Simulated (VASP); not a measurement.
Shape and ions are relaxed at each volume.

Energy against volume of Ru (hcp). All values below come from vdW-DF2, VASP's PBE PAW potentials (set 64) (plane waves; VASP 6.6.1).

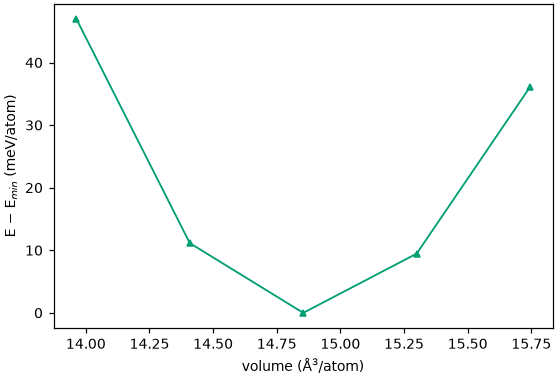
Figure. Energy against volume

**Question.** Estimate the equilibrium volume and the bulk modulus.

**Answer.** The minimum lies near 14.9 Å³/atom, and the curvature gives B0 of about 250 GPa.

Measured: bulk modulus 318 GPa at 0 K (computed value off by -22.6 %), as given by Vázquez-Parga, Fernández-Martínez, Viñes, J. Chem. Theory Comput. (2023), doi:10.1021/acs.jctc.3c00612, Supporting … [zero-point energy and finite temperature contributions removed].

The compound is Ru in the hcp structure. It was relaxed first, which changed the volume by +9 %.
